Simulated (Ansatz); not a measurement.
Starting cell, BN (zinc blende):

```xyz
2
Lattice="0.0000 1.8124 1.8124 1.8124 0.0000 1.8124 1.8124 1.8124 0.0000" Properties=species:S:1:pos:R:3 pbc="T T T"
N      2.7185     2.7185     2.7185
B      0.0000     0.0000     0.0000
```

The atoms are displaced by Q × the pattern below (from a DFPT mode at Γ, largest move 1; Q in Å), at fixed cell. It is one choice among 3 degenerate patterns.

| atom | x | y | z |
|---|---|---|---|
| N1 | 0.000 | 0.000 | -0.772 |
| B2 | 0.000 | 0.000 | 1.000 |

Level of theory: PBE (plane waves to 420 eV, PAW, scalar-relativistic; Ansatz, a quantum-chemistry and plane-wave program). k mesh 16×16×16 (Γ-centred), Fermi-Dirac smearing 0.05 eV. E stands for the smeared free energy. BN was relaxed with its symmetry unable to fall. ΔE is measured from the undisplaced structure.

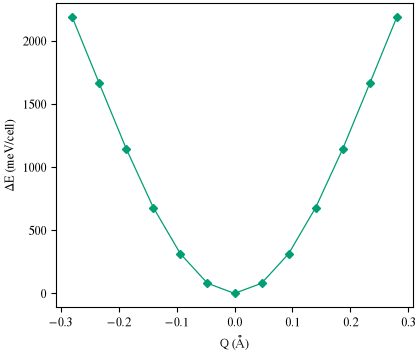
Figure: ΔE (meV/cell) against Q (Å); computed points joined by lines.

Space group of the distorted cell: Imm2 (No. 44), lowered from F-43m. Shape of the curve: a single well with its minimum at or next to zero displacement. Wavenumber by perturbation theory (DFPT, on another k mesh): 1026 cm⁻¹. Harmonic wavenumber from the curvature (finite differences): 1026 cm⁻¹. Symmetry of the curve: even: the same for both signs.

E″ = 74.21 eV/Å², M = Σ mᵢ|uᵢ|² = 19.2 u, ν̃ = 521.5·√(|E″|/M).

(A displaced cell: forces are minus the slopes of the energy, force constants its curvatures, and phonons follow from these.)
